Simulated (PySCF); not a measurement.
## Electronic structure of C4H9Ga (SMILES C1C[CH2][GaH][CH2]1) in real space

Input file:

```
{"job": {"kind": "sp", "xc": "wB97X", "basis": "ma-def2-SVP", "d3": "d3bj", "grid": 2}, "charge": 0, "multiplicity": 1}
C     -0.154109    -1.122458     0.394244
C     -1.178137    -0.138220    -0.195851
C     -0.734169     1.315239     0.026338
Ga     1.232041     1.171345    -0.207160
C      1.264457    -0.810681    -0.106671
H     -0.453327    -2.161522     0.171595
H     -0.178289    -1.031486     1.496103
H     -1.262491    -0.331800    -1.281551
H     -2.179610    -0.337520     0.224070
H     -0.932929     1.627620     1.069558
H     -1.255824     2.037895    -0.619461
H      2.353799     2.246771    -0.409633
H      1.419025    -1.211243    -1.126448
H      2.055040    -1.250205     0.520845
```

Launched as:

```sh
OMP_NUM_THREADS=1 python redox_run.py task.json out
```

Geometry: PBE0-D3(BJ)/ma-def2-SVP.

The calculation used DFT single point, gas phase, functional wB97X (PySCF 2.14.0, density-fitted response routines).

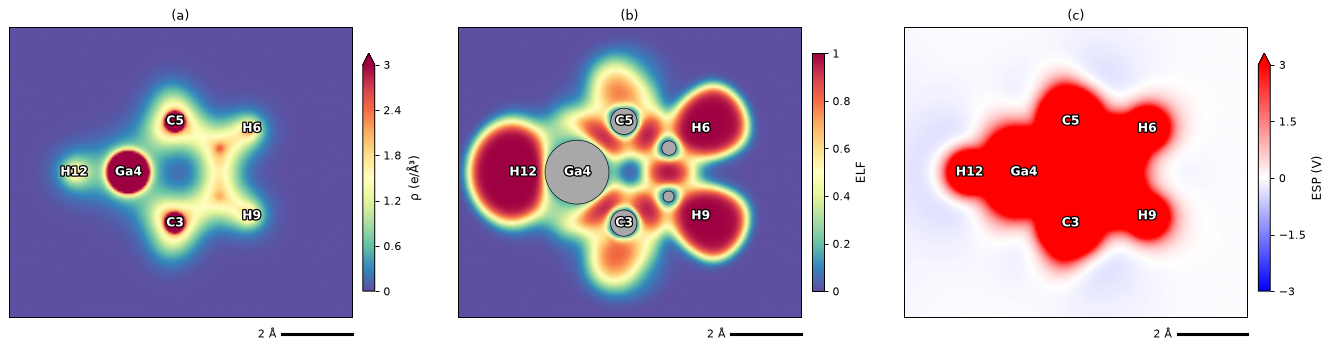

Figure 1. (a) electron density; (b) electron localisation function; (c) molecular electrostatic potential on the plane of atoms C3, Ga4 and C5. Grey discs cover the atomic cores in the ELF map.

What does the map show?

Answer.
- The plane passes through C, Ga and H nuclei.
- C–Ga (1.98 Å): ρ is about 0.78 e/Å³ halfway; the ELF peaks at about 0.90 in the valence shell of C, 0.7 Å from its nucleus, and is about 0.60 at the midpoint.
- Ga–H (1.57 Å): ρ at the midpoint is about 0.96 e/Å³; the ELF climbs to about 1 towards the hydrogen.
- Outside the dense part of the molecule the potential is most negative (−0.3 V) near H12.

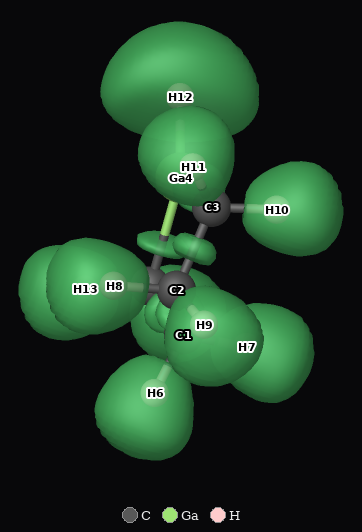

Figure 2. Isosurface of the electron localisation function at 0.85 (green), seen at an oblique angle. Core shells and regions of very low density are left out.

Where are the electrons localised?

Answer. The ELF exceeds this value in three regions between bonded C–C atoms (shared pairs), nine regions around hydrogen nuclei and two lobes of the valence shell of C pointing towards Ga (polar bonds).


C–C (1.54 Å): the ELF peaks at about 0.95 between the atoms; localised, covalent bonding.

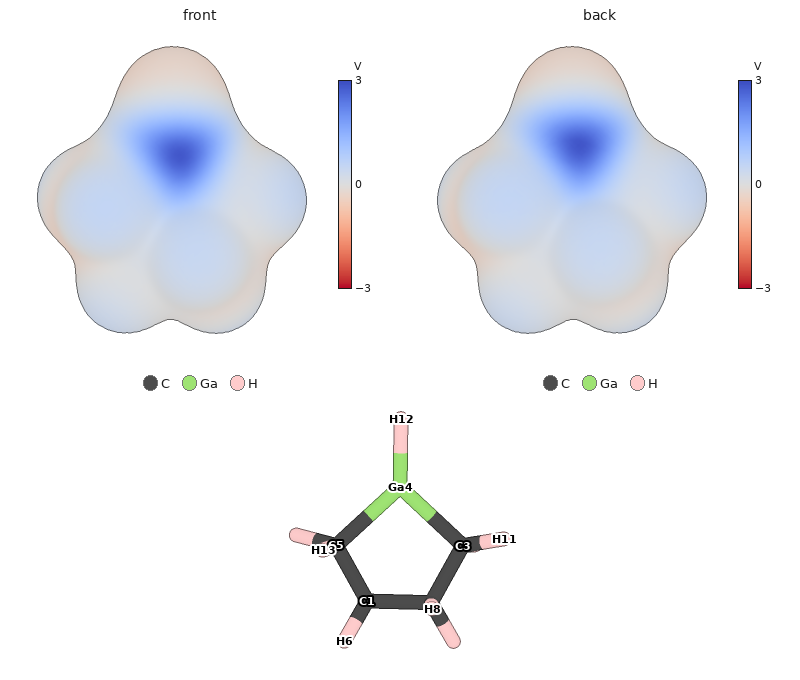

Figure 3. The electrostatic potential painted on the density surface at 0.002 e/bohr³, seen from the front and from behind; red is negative and blue positive. The bare structure is drawn below in the same view.

Where is the surface potential most negative and most positive?

Answer. The most negative region (about −0.3 V) lies over C3, C5 and H12, the most positive (about +2.8 V) over Ga4.
